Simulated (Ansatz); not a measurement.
# BrGa···HCl: what the fields show

The calculation's input:

```
crystal:
  periodic: [false, false, false]
  atoms:
    - {symbol: Ga, position_ang: [1.526956, 0.346345, -0.889521]}
    - {symbol: Br, position_ang: [-0.646683, -0.454968, -1.658012]}
    - {symbol: H, position_ang: [-0.768087, -0.129591, 0.743102]}
    - {symbol: Cl, position_ang: [-0.112186, 0.238114, 1.804430]}
basis:
  gaussian: {orbitals: def2-TZVPP}
hamiltonian: {xc: pbe0, dispersion: d4}
output: {orbitals: {seedname: orbitals}}
```

Command:

```sh
ansatz run in.yaml --threads 2 --pin off --events-out ev --progress --plain --max-ram 4352MiB
```

The reactant side of a reaction path; geometry: PBE0-D4/def2-TZVP.

These are results of RKS PBE0-D4/def2-TZVPP (Ansatz 0.2.0), not measurements.

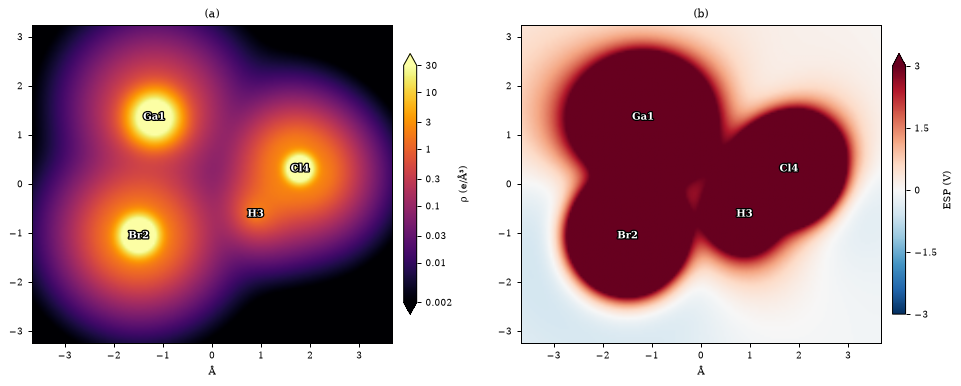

Figure 1. (a) electron density; (b) molecular electrostatic potential on the molecular plane.

> Interpret the plot.

The plane passes through Ga, Br, H and Cl nuclei. Ga1···Cl4 (3.16 Å): the density falls to about 0.09 e/Å³ on the way. Ga–Br (2.44 Å): ρ at the midpoint is about 0.5 e/Å³, with its minimum of 0.44 e/Å³ about 1.1 Å from Ga. Cl–H (1.30 Å): the density is about 2 e/Å³ at the midpoint. Outside the dense part of the complex the potential is most negative (−0.5 V) near Br2.

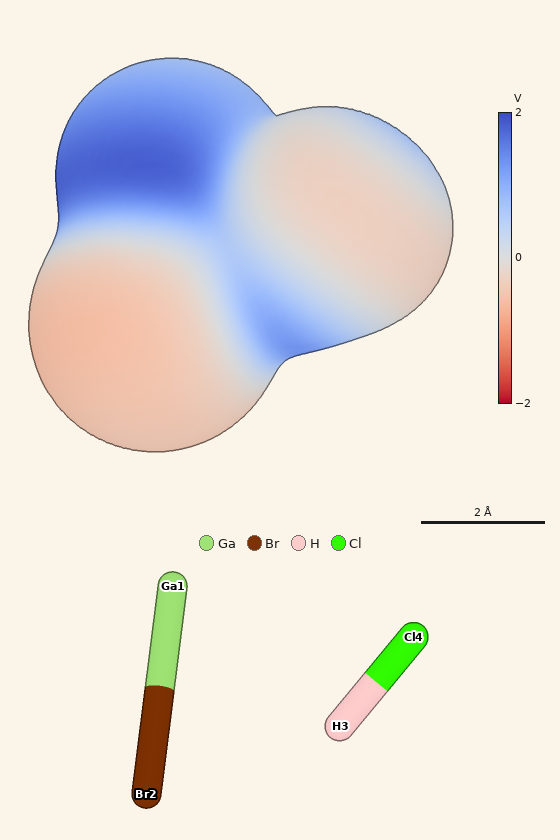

Figure 2. The electrostatic potential painted on the density surface at 0.002 e/bohr³, seen at a tilt; the colour scale runs from red (negative) to blue (positive). The bare structure is drawn below in the same view.

> Which sites attract a positive test charge, and which a negative one?

A positive charge is drawn to the negative regions and a negative charge to the positive ones. The most negative region (about −0.6 V, or −14 kcal/mol for a unit charge) lies over Br2, the most positive (about +1.8 V, or +42 kcal/mol for a unit charge) over Ga1. Cl4 shows a σ-hole: about +0.7 V, or +16 kcal/mol for a unit charge at the tip opposite its bond, against about +0.1 V on its flanks.

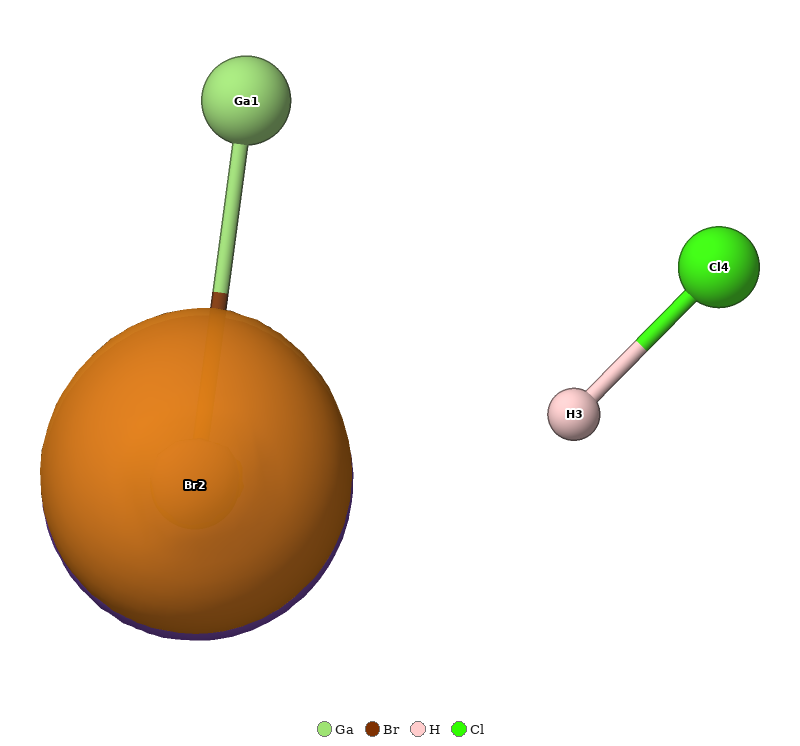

Figure 3. The HOMO−1 at ±0.2 Å⁻³ᐟ² (orange and purple are the two phases), seen across its widest extent.

> Describe this orbital and give its energy.

By Hirshfeld shares it lies mainly on Br2 (about 90 %) and Ga1 (about 10 %); it changes sign across the molecular plane (π type). Its energy is −8.33 eV.
